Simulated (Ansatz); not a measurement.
```xyz
4

C    -0.6536   -0.2125    0.7947
B    -2.1002   -0.1580    0.6067
H     0.0207    0.4219    0.2123
H    -0.1992   -0.8894    1.5237
```

Geometry: PBE0-D4/def2-TZVP.

Theory: isolated molecule in a Gaussian basis; Kohn-Sham density functional theory, functional PBE0 in Ansatz.

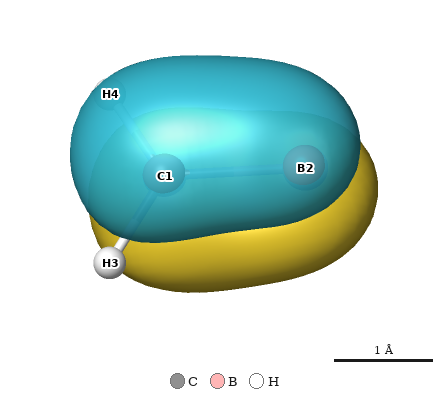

CH2B (SMILES [B+]=C) (charge +1, triplet). One frontier orbital at ±0.15 Å⁻³ᐟ² (yellow and cyan are the two phases), seen at a tilt.

Which orbital is it: HOMO (β) or LUMO (β)?

Answer. The LUMO (β), at −11.54 eV. It lies mainly on C1 (about 55 %) and B2 (about 40 %); it changes sign across the molecular plane (π type); π-bonding across C1–B2.
